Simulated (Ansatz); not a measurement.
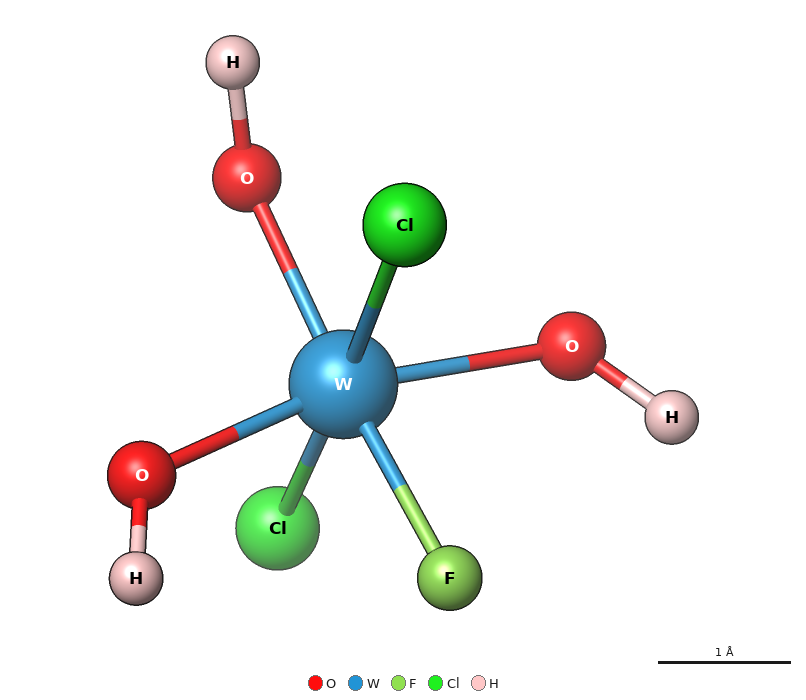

Distant atoms are faded towards the background colour. Charge 0, singlet. The geometry was computed by an optimisation with PBE0-D4/def2-TZVP. Masses are those of the most abundant isotopes; constants are for the rigid equilibrium geometry.

**What kind of rotor is it, and what are its rotational constants in cm⁻¹?**

An asymmetric top (Cs): A = 0.0668, B = 0.0336, C = 0.0328 cm⁻¹. Ray's parameter κ is −0.95, close to the prolate limit.
